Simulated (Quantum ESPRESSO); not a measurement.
Cost against accuracy: K_POINTS for TaNi3 (Pmmn, 8 atoms in the cell)

Cell: a = 4.2069 Å, b = 5.0674 Å, c = 4.5083 Å, α = 90.00°, β = 90.00°, γ = 90.00°.

Level of theory: PBEsol, PSlibrary PAW (PBE) pseudopotentials (plane waves; Quantum ESPRESSO).

Base settings: ecutwfc = 50 Ry; ecutrho = 300 Ry; occupations = smearing; smearing = gauss; degauss = 0.0073499 Ry; input_dft = pbesol; potentials = {Ta: Ta.pbe-spn-kjpaw_psl.1.0.0.UPF, Ni: Ni.pbe-n-kjpaw_psl.1.0.0.UPF}; K_POINTS = automatic 4 4 4 0 0 0; conv_thr = 1e-11 Ry; mixing_beta = 0.3.

Misses are taken against the tightest run, automatic 9 7 8 0 0 0, which need not be fully converged itself. The energy is the free energy per atom.

The count of work is k-points × plane waves × bands × iterations; it is no time, and leaves out set-up, grids and terms that scale otherwise. Core times come from one kind of shared machine and are given to one figure; runs under 30 s give none.

The starting cell comes from a database of computed structures (which also holds hypothetical and non-ambient phases and stackings), without a prior relaxation at this level. Spin polarisation is off. In the base run, with a pressure of about -4 GPa the cell is away from its equilibrium volume at this level. Without a gap this mesh is coarse (it stands for a supercell whose shortest vector is 17 Å).

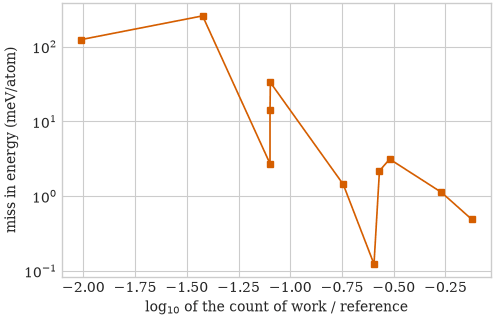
Figure: Miss against the count of work; the reference run is not drawn, and misses under 0.1 meV/atom are drawn there.

```csv
K_POINTS,energy less reference (meV/atom),pressure less reference (GPa),largest difference in the force on any atom (eV/Å),count of work / reference,core time / reference (rough)
automatic 1 1 1 0 0 0,124.53,-2.99,0.947,0.0098,0.1
automatic 2 1 2 0 0 0,257.85,1.45,0.522,0.038,0.1
automatic 2 2 2 0 0 0,33.18,0.72,0.242,0.080,0.2
automatic 3 2 2 0 0 0,14.01,0.31,0.114,0.080,0.2
automatic 3 3 3 0 0 0,-2.71,-0.10,0.093,0.080,0.2
automatic 4 3 4 0 0 0,-1.44,-0.05,0.057,0.18,0.3
automatic 4 4 4 0 0 0,-3.13,-0.08,0.061,0.30,0.4
automatic 5 4 4 0 0 0,-2.18,-0.04,0.051,0.27,0.3
automatic 5 5 5 0 0 0,-0.12,0.02,0.033,0.25,0.3
automatic 6 5 6 0 0 0,-1.12,-0.02,0.016,0.54,0.6
automatic 8 6 7 0 0 0,-0.49,-0.01,0.007,0.75,0.8
automatic 9 7 8 0 0 0,0.00,0.00,0.000,1.0,1
```

Coarsest setting among those run that, with all tighter ones, holds the energy within 20 meV/atom of the reference: automatic 3 2 2 0 0 0, off by 14 meV/atom; it needs 0.080 of the reference's count of work and about 0.2 of the reference's time.

Coarsest setting among those run that, with all tighter ones, holds the energy within 1 meV/atom of the reference: automatic 8 6 7 0 0 0, off by 0.49 meV/atom; its saving against the reference is no more than about a factor of 2 in the count of work. The coarser automatic 5 5 5 0 0 0 also lies inside, but a setting between leaves the range again, so that is luck.

Smallest miss in the energy for at most 0.1 times the reference's count of work: automatic 3 3 3 0 0 0, with a miss of 2.7 meV/atom at a count of 0.080.

The step from automatic 5 4 4 0 0 0 to automatic 8 6 7 0 0 0: it takes the miss in the energy from 2.2 to 0.49 meV/atom, for 2.8 times the count of work and roughly 2 times the time.
